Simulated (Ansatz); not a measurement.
The figure comes from a scan of Pd (fcc, Cu type): a phonon pattern at X = (0.5, 0.5, 0.0) is frozen into a 2-atom cell, Q being the largest atomic displacement. Calculation: PBE (plane waves to 420 eV, PAW, scalar-relativistic; Ansatz, a quantum-chemistry and plane-wave program). k mesh 20×20×20 (Γ-centred), Fermi-Dirac smearing 0.05 eV. Energies are smeared free energies. With partly filled bands, energies and forces of such displacements shift with the k mesh and the smearing. Pd is run without spin polarisation. Pd was relaxed with its symmetry unable to fall. The zero of ΔE is the undisplaced structure.

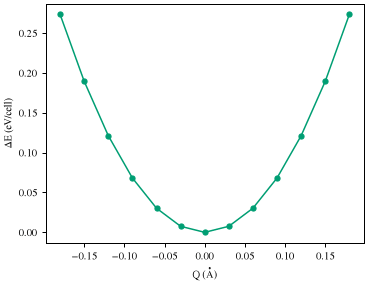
ΔE (eV/cell) against Q (Å); one marker a computed point.

### Question
List the plotted points as numbers.

### Answer
To the nearest 0.005:

| Q (Å) | ΔE (eV/cell) |
|---|---|
| -0.180 | 0.275 |
| -0.150 | 0.190 |
| -0.120 | 0.120 |
| -0.090 | 0.070 |
| -0.060 | 0.030 |
| -0.030 | 0.010 |
| 0.000 | 0.000 |
| 0.030 | 0.010 |
| 0.060 | 0.030 |
| 0.090 | 0.070 |
| 0.120 | 0.120 |
| 0.150 | 0.190 |
| 0.180 | 0.275 |

(A displaced cell: forces are minus the slopes of the energy, force constants its curvatures, and phonons follow from these.)
